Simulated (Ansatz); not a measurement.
Two G0W0 runs on LiMgOF (P4/mmm).

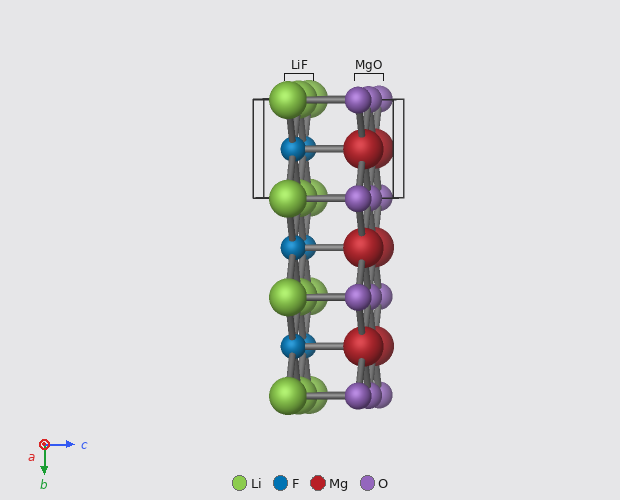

The structure (lithium green, fluorine blue, magnesium red, oxygen purple). 2×3×1 cells are drawn. Some periodic images of atoms are drawn too.

The structure was built from a prototype and need not be the compound's stable phase.

It takes space group P4/mmm (No. 123, tetragonal). The conventional cell has a = 2.869 Å, b = 2.869 Å, c = 4.097 Å, α = 90.00°, β = 90.00°, γ = 90.00°. Li has 4 F at 2.03 Å and 2 O at 2.05 Å nearest. Nearest to F lie 4 Li at 2.03 Å and 2 Mg at 2.05 Å. Nearest to Mg lie 4 O at 2.03 Å and 2 F at 2.05 Å. O has 4 Mg at 2.03 Å and 2 Li at 2.05 Å nearest. It derives from LiF. Farther neighbours and most contacts between anions are not listed.

```cif
data_structure
_symmetry_space_group_name_H-M 'P 1'
_symmetry_Int_Tables_number 1
_cell_length_a 2.8687
_cell_length_b 2.8687
_cell_length_c 4.0975
_cell_angle_alpha 90.000
_cell_angle_beta 90.000
_cell_angle_gamma 90.000
_cell_volume 33.72
loop_
_atom_site_label
_atom_site_type_symbol
_atom_site_fract_x
_atom_site_fract_y
_atom_site_fract_z
_atom_site_occupancy
Li1 Li 0.00000 0.00000 0.25000 1
F2 F 0.50000 0.50000 0.25000 1
Mg3 Mg 0.50000 0.50000 0.75000 1
O4 O 0.00000 0.00000 0.75000 1
```

The structure was relaxed with LDA. The runs that relaxed it are not among those shown.

The first (Ansatz 0.2.0; start LDA, 6×6×4 mesh, 88 empty bands, screening to 110 eV, PAW set soft_1 files; 4 threads of Arm Neoverse V2, shared host) gave, on its mesh: starting gap 5.66 eV, G0W0 gap 8.64 eV, RPA ε∞ (mean) 2.57, 23 s.

Question: The second changes empty bands from 88 to 22 and screening cutoff (eV) from 110.0 to 44. What does it give?

It gave: starting gap 5.66 eV, G0W0 gap 8.63 eV, RPA ε∞ (mean) 2.57, 8.4 s. The G0W0 gap moves by −0.02 eV, +0.00 eV from the start and −0.02 eV from the correction. Σc changes by +0.25 eV at the valence top and +0.23 eV at the conduction bottom, and Σx − Vxc between them by +0.00 eV.

Limits: not at the basis limit; coarse k mesh.

[Paths, hosts, dates, memory and timing lines, banners, echoed tables and standing remarks are left out of the program output.]

[Logs are printed without paths, hosts, clocks, repeated set-up lines and the standing remarks that a program may print on its own settings, such as how far it seeks lower states.]

[Runs of the session that timed out or met a known fault of the program may be left out.]

[Cells called generated may have been cut or substituted from an entry of the Crystallography Open Database or the Materials Project.]

[Hosts, paths, dates, database ids (printed as entryN), source tags and the programs' standing remarks are cut or masked in the printed files.]
